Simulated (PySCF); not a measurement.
**CuH2 (charge −1): single-point calculation**

System: CuH2, charge −1.
Method: RPA/STO-6G, RHF (PySCF 2.14.0).

A bond length was changed on purpose from its optimised value.

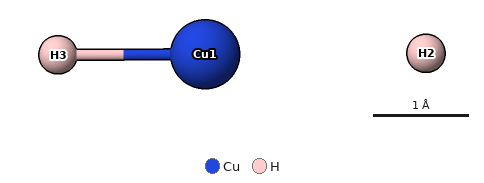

Figure 1. The structure as given in the input (ball-and-stick view, seen on its broad side; atoms are numbered from 1 in the order of the input). Sticks mark near contacts. Bond lengths as drawn: Cu–H 1.55 Å.

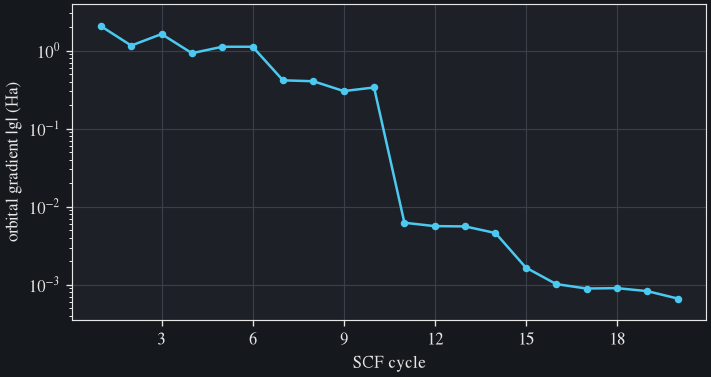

Figure 2. Convergence of the self-consistent field: orbital gradient |g| against the SCF cycle. All cycles printed in the log are drawn one after another.

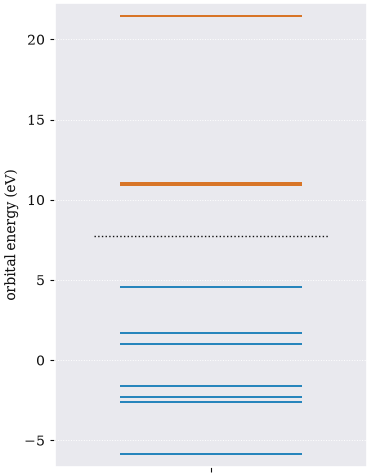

Figure 3. Orbital energies near the frontier (SCF reference); the dotted line parts filled from empty levels, and levels within 0.02 eV of each other stand side by side. Highest filled 4.59 eV, lowest empty 10.93 eV, 6.34 eV apart.

These pictures come from the run below.

**The input (run.py)**
```python
from pyscf import gto, scf
from pyscf.gw.rpa import RPA

mol = gto.M(
    atom='''
Cu       0.009026       0.010976      -0.776359
H       -0.017570      -0.021680       1.552660
H        0.026276       0.032476      -2.329039
''',
    basis='sto-6g',
    verbose=4,
    max_memory=1860,
    charge=-1,
)

mf = scf.RHF(mol)
mf.conv_tol = 1e-10
mf.kernel()
if not mf.converged:
    mf = mf.newton().run(mf.mo_coeff, mf.mo_occ)

rpa = RPA(mf, frozen=5)
rpa.kernel()
e_exx = mf.e_tot
e_tot = e_exx + rpa.e_corr
print(f'total energy: {e_tot:.8f} hartree')
```

Run as:
```bash
OMP_NUM_THREADS=1 python run.py
```

**The program's output**
```
PySCF version 2.14.0

[INPUT] num. atoms = 3
[INPUT] num. electrons = 32
[INPUT] charge = -1
[INPUT] spin (= nelec alpha-beta = 2S) = 0
[INPUT] symmetry False subgroup None
[INPUT] Mole.unit = angstrom
[INPUT] Symbol           X                Y                Z      unit          X                Y                Z       unit  Magmom
[INPUT]  1 Cu     0.009026000000   0.010976000000  -0.776359000000 AA    0.017056668000   0.020741633943  -1.467105884341 Bohr   0.0
[INPUT]  2 H     -0.017570000000  -0.021680000000   1.552660000000 AA   -0.033202488009  -0.040969262381   2.934102164567 Bohr   0.0
[INPUT]  3 H      0.026276000000   0.032476000000  -2.329039000000 AA    0.049654443649   0.061370745621  -4.401245843431 Bohr   0.0

nuclear repulsion = 16.6064158110709
number of shells = 10
number of NR pGTOs = 120
number of NR cGTOs = 20
basis = sto-6g
ecp = {}

******** <class 'pyscf.scf.hf.RHF'> ********
method = RHF
initial guess = minao
damping factor = 0
level_shift factor = 0
DIIS = <class 'pyscf.scf.diis.CDIIS'>
diis_start_cycle = 1
diis_space = 8
diis_damp = 0
SCF conv_tol = 1e-10
SCF conv_tol_grad = None
SCF max_cycles = 50
direct_scf = True
direct_scf_tol = 1e-13
Set gradient conv threshold to 1e-05
Initial guess from minao.
init E= -1628.77556038105
  HOMO = -0.0872632531780217  LUMO = -0.0858064904260796  gap/eV = 0.03964
cycle= 1 E= -1628.1285329344  delta_E= 0.647  |g|= 2.06  |ddm|= 4.71
  HOMO = -0.271337922389148  LUMO = -0.246128626788573  gap/eV = 0.68598
cycle= 2 E= -1628.96165707702  delta_E= -0.833  |g|= 1.16  |ddm|= 5.14
  HOMO = 0.39219025878214  LUMO = 0.590742229000797  gap/eV = 5.40287
cycle= 3 E= -1627.29085826775  delta_E= 1.67  |g|= 1.63  |ddm|= 5.24
  HOMO = 0.255498066378779  LUMO = 0.29631606726592  gap/eV = 1.11071
cycle= 4 E= -1630.60048729159  delta_E= -3.31  |g|= 0.927  |ddm|= 4.44
  HOMO = 0.0594526857810809  LUMO = 0.217846007549424  gap/eV = 4.31010
cycle= 5 E= -1630.35028576552  delta_E= 0.25  |g|= 1.12  |ddm|= 0.636
  HOMO = 0.0614402629524538  LUMO = 0.218418515291952  gap/eV = 4.27160
cycle= 6 E= -1630.35683041299  delta_E= -0.00654  |g|= 1.12  |ddm|= 0.0127
  HOMO = 0.184598909415524  LUMO = 0.236244920838646  gap/eV = 1.40536
cycle= 7 E= -1630.99031198747  delta_E= -0.633  |g|= 0.416  |ddm|= 1.89
  HOMO = 0.204376244958824  LUMO = 0.237858445420873  gap/eV = 0.91110
cycle= 8 E= -1630.99042136239  delta_E= -0.000109  |g|= 0.405  |ddm|= 0.299
  HOMO = 0.205010423852175  LUMO = 0.257236038749765  gap/eV = 1.42113
cycle= 9 E= -1631.03016926462  delta_E= -0.0397  |g|= 0.303  |ddm|= 0.48
  HOMO = 0.201584721045037  LUMO = 0.272740260315944  gap/eV = 1.93624
cycle= 10 E= -1631.04188286027  delta_E= -0.0117  |g|= 0.337  |ddm|=  1.4
  HOMO = 0.202334098544706  LUMO = 0.286263739573826  gap/eV = 2.28384
[... cycles 11 to 40 left out ...]
cycle= 41 E= -1631.18452593066  delta_E= -0.000104  |g|= 0.00623  |ddm|= 0.105
  HOMO = 0.169255703165855  LUMO = 0.400357811297297  gap/eV = 6.28861
cycle= 42 E= -1631.18448238184  delta_E= 4.35e-05  |g|= 0.00564  |ddm|= 0.0283
  HOMO = 0.169449681982257  LUMO = 0.399780643090078  gap/eV = 6.26762
cycle= 43 E= -1631.18444913877  delta_E= 3.32e-05  |g|= 0.00559  |ddm|= 0.0362
  HOMO = 0.168696111599251  LUMO = 0.400210747711167  gap/eV = 6.29983
cycle= 44 E= -1631.18428248771  delta_E= 0.000167  |g|= 0.0046  |ddm|= 0.0788
  HOMO = 0.169056608662316  LUMO = 0.401766095163733  gap/eV = 6.33235
cycle= 45 E= -1631.18425793919  delta_E= 2.45e-05  |g|= 0.00166  |ddm|= 0.0438
  HOMO = 0.168779295226176  LUMO = 0.401678935397437  gap/eV = 6.33752
cycle= 46 E= -1631.18424184349  delta_E= 1.61e-05  |g|= 0.00102  |ddm|= 0.0369
  HOMO = 0.168708347707357  LUMO = 0.401525592294728  gap/eV = 6.33528
cycle= 47 E= -1631.18424074572  delta_E= 1.1e-06  |g|= 0.000895  |ddm|= 0.0123
  HOMO = 0.168693234395869  LUMO = 0.401527405735713  gap/eV = 6.33574
cycle= 48 E= -1631.18424121541  delta_E= -4.7e-07  |g|= 0.000905  |ddm|= 0.00183
  HOMO = 0.16870175164543  LUMO = 0.401524059047653  gap/eV = 6.33542
cycle= 49 E= -1631.18423820141  delta_E= 3.01e-06  |g|= 0.000829  |ddm|= 0.00632
  HOMO = 0.168652588381684  LUMO = 0.401537304097847  gap/eV = 6.33712
cycle= 50 E= -1631.18423237393  delta_E= 5.83e-06  |g|= 0.000666  |ddm|= 0.0145
SCF not converged.
SCF energy = -1631.18423237393

******** <class 'pyscf.soscf.newton_ah.SecondOrderRHF'> ********
method = SecondOrderRHF
initial guess = minao
damping factor = 0
level_shift factor = 0
DIIS = <class 'pyscf.scf.diis.CDIIS'>
diis_start_cycle = 1
diis_space = 8
diis_damp = 0
SCF conv_tol = 1e-10
SCF conv_tol_grad = None
SCF max_cycles = 50
direct_scf = True
direct_scf_tol = 1e-13
******** <class 'pyscf.scf.hf.RHF'> Newton solver flags ********
SCF tol = 1e-10
conv_tol_grad = None
max. SCF cycles = 50
direct_scf = True
direct_scf_tol = 1e-13
max_cycle_inner = 12
max_stepsize = 0.05
ah_start_tol = 1e+09
ah_level_shift = 0
ah_conv_tol = 1e-12
ah_lindep = 1e-14
ah_start_cycle = 1
ah_max_cycle = 40
ah_grad_trust_region = 2.5
kf_interval = 4
kf_trust_region = 5
canonicalization = True
Set conv_tol_grad to 1e-05
  HOMO = 0.168657978662123  LUMO = 0.401532665938484  gap/eV = 6.33684
Initial guess E= -1631.18423237393  |g|= 0.000666359
macro= 0  E= -1631.18422677973  delta_E= 5.5942e-06  |g|= 0.000666359  1 KF 8 JK
macro= 1  E= -1631.18422629932  delta_E= 4.8041e-07  |g|= 7.05551e-06  3 KF 14 JK
macro= 2  E= -1631.18422629925  delta_E= 7.59428e-11  |g|= 7.07198e-06  1 KF 4 JK
Canonicalize SCF orbitals
macro X = 3  E=-1631.18422629925  |g|= 7.07198e-06  total 6 KF 30 JK
converged SCF energy = -1631.18422629925
ETB for H: l = 0, exps = 0.200224856 * 2^n , n = 0..8
ETB for Cu: l = 0, exps = 0.1438389248 * 2^n , n = 0..17
ETB for Cu: l = 1, exps = 0.1438389248 * 2^n , n = 0..16
ETB for Cu: l = 2, exps = 0.1438389248 * 2^n , n = 0..14
ETB for Cu: l = 3, exps = 0.4689278865078315 * 2^n , n = 0..10
ETB for Cu: l = 4, exps = 1.528747264 * 2^n , n = 0..6

WARN: Even tempered Gaussians are generated as DF auxbasis for  H Cu

******** <class 'pyscf.gw.rpa.RPA'> ********
method = RPA
nocc = 11  nmo = 15
frozen orbitals = 5
mem_avail = 1731.82  mem_blk = 0.00  auxlen = 302

******** <class 'pyscf.df.df.DF'> ********
auxbasis = auxmol.basis = {'H': [[0, [np.float64(51.257563136), 1]], [0, [np.float64(25.628781568), 1]], [0, [np.float64(12.814390784), 1]], [0, [np.float64(6.407195392), 1]], [0, [np.float64(3.203597696), 1]], [0, [np.float64(1.601798848), 1]], [0, [np.float64(0.800899424), 1]], [0, [np.float64(0.400449712), 1]], [0, [np.float64(0.200224856), 1]]], 'Cu': [[0, [np.float64(18853.2555513856), 1]], [0, [np.float64(9426.6277756928), 1]], [0, [np.float64(4713.3138878464), 1]], [0, [np.float64(2356.6569439232), 1]], [0, [np.float64(1178.3284719616), 1]], [0, [np.float64(589.1642359808), 1]], [0, [np.float64(294.5821179904), 1]], [0, [np.float64(147.2910589952), 1]], [0, [np.float64(73.6455294976), 1]], [0, [np.float64(36.8227647488), 1]], [0, [np.float64(18.4113823744), 1]], [0, [np.float64(9.2056911872), 1]], [0, [np.float64(4.6028455936), 1]], [0, [np.float64(2.3014227968), 1]], [0, [np.float64(1.1507113984), 1]], [0, [np.float64(0.5753556992), 1]], [0, [np.float64(0.2876778496), 1]], [0, [np.float64(0.1438389248), 1]], [1, [np.float64(9426.6277756928), 1]], [1, [np.float64(4713.3138878464), 1]], [1, [np.float64(2356.6569439232), 1]], [1, [np.float64(1178.3284719616), 1]], [1, [np.float64(589.1642359808), 1]], [1, [np.float64(294.5821179904), 1]], [1, [np.float64(147.2910589952), 1]], [1, [np.float64(73.6455294976), 1]], [1, [np.float64(36.8227647488), 1]], [1, [np.float64(18.4113823744), 1]], [1, [np.float64(9.2056911872), 1]], [1, [np.float64(4.6028455936), 1]], [1, [np.float64(2.3014227968), 1]], [1, [np.float64(1.1507113984), 1]], [1, [np.float64(0.5753556992), 1]], [1, [np.float64(0.2876778496), 1]], [1, [np.float64(0.1438389248), 1]], [2, [np.float64(2356.6569439232), 1]], [2, [np.float64(1178.3284719616), 1]], [2, [np.float64(589.1642359808), 1]], [2, [np.float64(294.5821179904), 1]], [2, [np.float64(147.2910589952), 1]], [2, [np.float64(73.6455294976), 1]], [2, [np.float64(36.8227647488), 1]], [2, [np.float64(18.4113823744), 1]], [2, [np.float64(9.2056911872), 1]], [2, [np.float64(4.6028455936), 1]], [2, [np.float64(2.3014227968), 1]], [2, [np.float64(1.1507113984), 1]], [2, [np.float64(0.5753556992), 1]], [2, [np.float64(0.2876778496), 1]], [2, [np.float64(0.1438389248), 1]], [3, [np.float64(480.18215578401947), 1]], [3, [np.float64(240.09107789200974), 1]], [3, [np.float64(120.04553894600487), 1]], [3, [np.float64(60.022769473002434), 1]], [3, [np.float64(30.011384736501217), 1]], [3, [np.float64(15.005692368250608), 1]], [3, [np.float64(7.502846184125304), 1]], [3, [np.float64(3.751423092062652), 1]], [3, [np.float64(1.875711546031326), 1]], [3, [np.float64(0.937855773015663), 1]], [3, [np.float64(0.4689278865078315), 1]], [4, [np.float64(97.839824896), 1]], [4, [np.float64(48.919912448), 1]], [4, [np.float64(24.459956224), 1]], [4, [np.float64(12.229978112), 1]], [4, [np.float64(6.114989056), 1]], [4, [np.float64(3.057494528), 1]], [4, [np.float64(1.528747264), 1]]]}
Lowest orbital energy difference:  2.3282e-01
E(RPA) = -1631.27728704227  E_corr = -0.093094779037327  E_hf = -1631.18419226324
total energy: -1631.27732108 hartree
```

**Results in brief**

| quantity | value |
| --- | --- |
| outcome | converged |
| total energy | −1631.277321 hartree |
| SCF energy | −1631.184226 hartree |
| correlation energy | −0.093095 hartree |
| basis functions | 20 |
| HOMO of the SCF reference | 4.59 eV |
| LUMO of the SCF reference | 10.93 eV |
| hardware | 1 thread of Intel Xeon @ 2.90GHz (Ice Lake), 16 GiB of memory available, shared host |
| wall time | 1.3 s |
| peak memory | 0.12 GiB |

**Remarks**

The record of the run, not the program, notes: dipole of an ion depends on the origin.
